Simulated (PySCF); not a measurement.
**[NiCl4]2- (Cl₄Ni, charge −2): what the electrons do**

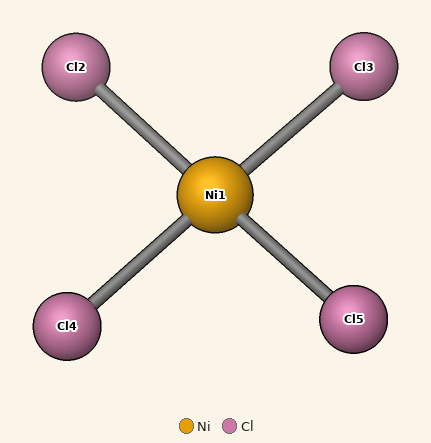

The molecule, with its atoms numbered as below. No frequency check shows the geometry to be a minimum.

Geometry (Å), atoms numbered from 1:

```
Ni1     -0.0002    0.0000    0.0003
Cl2     -1.5185    1.5185    0.0365
Cl3      1.5187    1.5186   -0.0367
Cl4     -1.5185   -1.5186   -0.0367
Cl5      1.5187   -1.5186    0.0365
```

### 1. Bonding charge

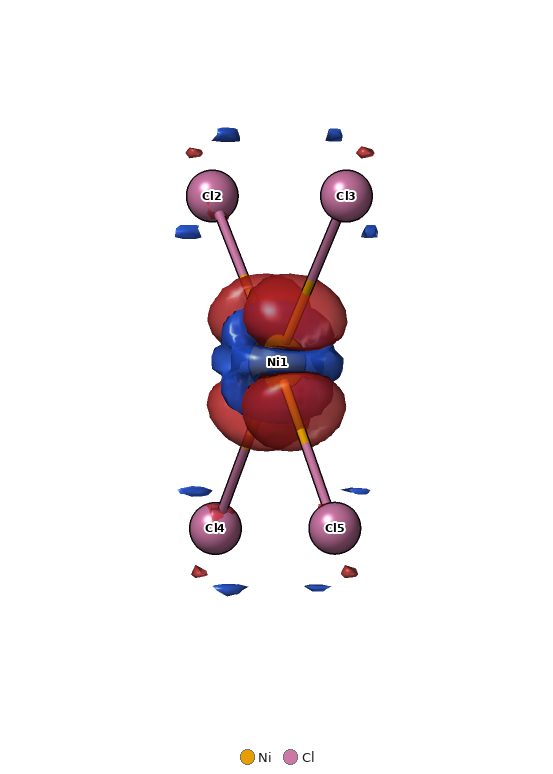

Deformation density (molecule less spherical, spin-averaged free atoms at the same positions), surfaces at ±0.1 e/Å³; blue: gain, red: loss.

Level of theory: PBE/def2-SVPD (PySCF), at a geometry from GFN2-xTB. The highest occupied orbitals have positive energy: in the gas phase this ion holds its electrons only through the finite basis. This is a single-reference result, which may miss multireference character in this system.

How much density has each bond gained at its critical point, relative to the free atoms?

Answer. Ni1–Cl2, Ni1–Cl4, Ni1–Cl3 and Ni1–Cl5: −0.04 e/Å³ at the bond critical point (bond length 2.15 Å); up to 0.6 Å beside the axis the gain reaches +0.09 e/Å³. In all, 2.8 electrons gather in the regions of gain relative to the promolecule of neutral atoms (this includes the anion's extra charge). A small or negative value marks a very polar bond, one between electron-rich atoms, whose free-atom densities already overlap strongly, a long bond to a heavier atom, or a closed-shell contact such as a hydrogen bond.

Where do the Hirshfeld charges lie?

Answer. The highest Hirshfeld charge is on Ni1 (+0.20 e), the lowest on Cl2, Cl3, Cl4 and Cl5 (−0.55 e).

```tsv
atom	charge (e)
Ni1	+0.20
Cl2	−0.55
Cl3	−0.55
Cl4	−0.55
Cl5	−0.55
```

### 2. Bond critical points

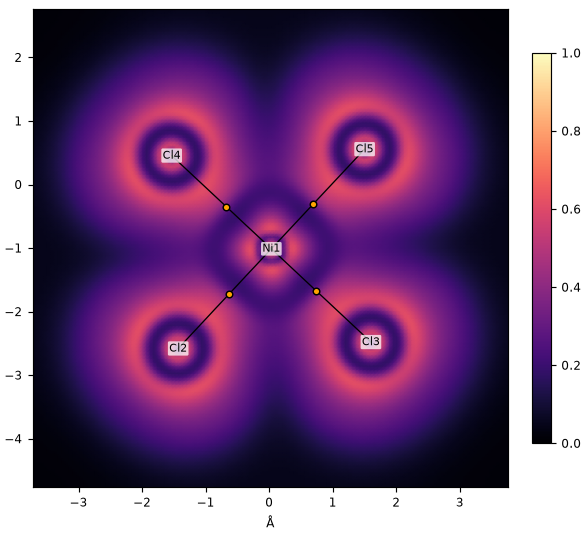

Localised orbital locator (LOL) in the molecular plane, with bond paths and bond critical points (dots).

Rank the bonds in the plane by LOL at their critical points.

Answer. Ni1–Cl2, Ni1–Cl4, Ni1–Cl3 and Ni1–Cl5: about 0.32. Values above 0.5 mark slow, localised electrons, as in shared pairs; low values at a critical point mark a polar or closed-shell contact whose critical point lies between the shells.

Where along Ni1–Cl2 does the critical point lie?

Answer. 0.97 Å from Ni1 and 1.18 Å from Cl2.

### 3. Electrostatic potential

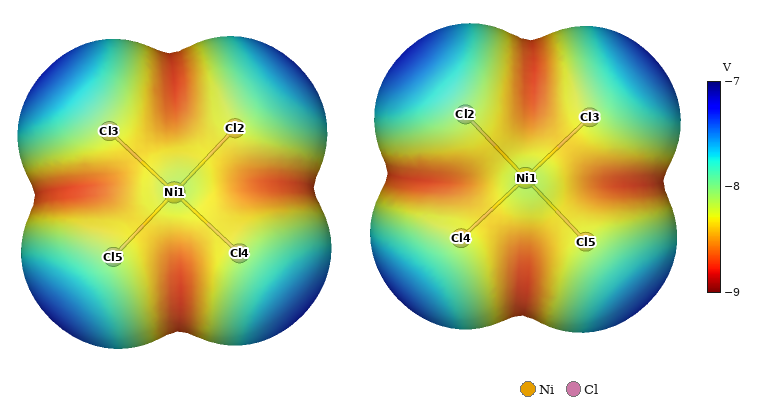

Electrostatic potential on the surface of electron density 0.001 a.u. (back view left, front view right).

Where are the extremes of the potential on the surface?

Answer. Highest: −7.30 V, 2.1 Å from Cl2, and at like points elsewhere. Lowest: −8.75 V, about equally far (2.3 Å) from Cl3 and Cl5, over Ni1 (2.9 Å), and at like points elsewhere. The surface is sampled at points, so like sites can differ by a few per cent and only the strongest of them is named.

What volume does the surface enclose?

Answer. About 169 Å³.

### 4. Localised orbitals

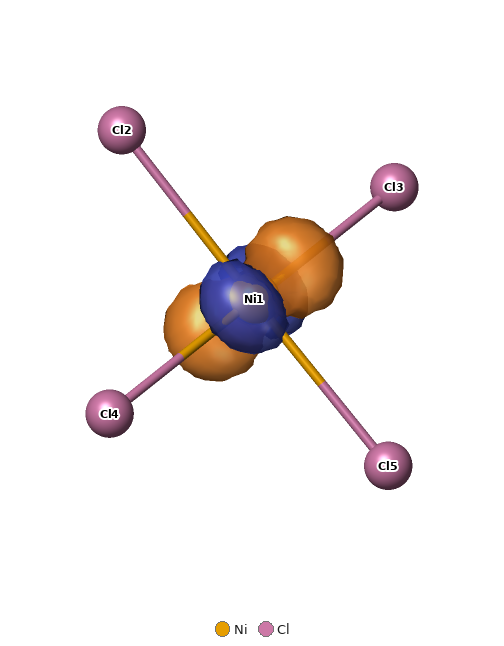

Pipek–Mezey orbitals, occupied; each surface holds about 85 % of the orbital's density. Energies are diagonal elements of the Fock matrix.

Computed with PySCF, TPSSh/def2-TZVP, geometry: GFN2-xTB. This is a single-reference result, which may miss multireference character in this system. The basis has no diffuse functions, which an anion needs.

What does this orbital represent?

Answer. D orbital on Ni1 (Ni1 100 %; 2.7 eV).
